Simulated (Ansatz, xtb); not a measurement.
Ligand exchange: HI + CH9NSi2 → SiH3I + CH7NSi

Species: HI (hydrogen iodide), singlet; CH9NSi2 `CN([SiH3])[SiH3]`, singlet; SiH3I `[SiH3]I`, singlet; CH7NSi `CN[SiH3]`, singlet. The partners trade H for SiH3: I–H and N–SiH3 bonds give way to I–SiH3 and N–H.

Shapes, held fixed at every level: PBE0-D4/def2-TZVP. Programs: Ansatz 0.2.0, xtb 6.7.1. The zero-point and thermal change to 298 K, harmonic and unscaled (PBE0-D4/def2-TZVP), is +9.6 kJ/mol.

```
              level                    kind  ΔH(298 K) (kJ/mol)  less CCSD(T)/def2-TZVPP
           GFN1-xTB          semi-empirical               -84.4                    -71.7
        HF/def2-SVP            Hartree–Fock               -25.9                    -13.2
      HF/def2-TZVPP            Hartree–Fock               -27.2                    -14.5
B3LYP-D4/def2-TZVPP           global hybrid               -17.0                     -4.3
 wB97M-V/def2-TZVPP  range-separated hybrid               -18.6                     -5.9
 wB97X-V/def2-TZVPP  range-separated hybrid               -20.0                     -7.3
       MP2/def2-SVP     perturbation theory               -13.5                     -0.8
 CCSD(T)/def2-TZVPP   coupled cluster or CI               -12.7                      0.0
```

The highest level, CCSD(T)/def2-TZVPP, gives ΔH(298 K) = -12.7 kJ/mol; the levels span -84.4 to -12.7. GFN1-xTB strays far from the other rows. The column of differences is taken from that level and isn't an error. No measured value is set beside it here. For atoms past krypton def2 sets carry core potentials with scalar relativity. Outer-core shells of I are correlated, in sets that cover them unevenly.

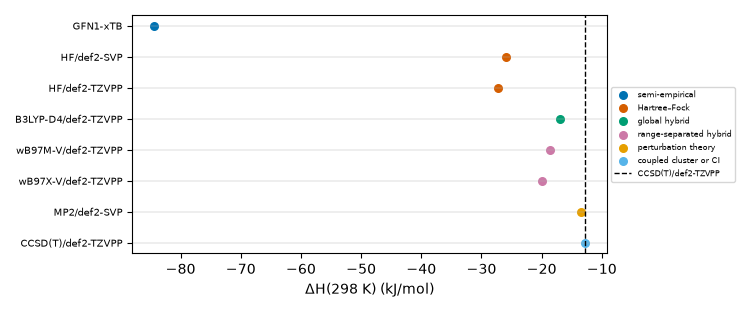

The values of the table, level by level.
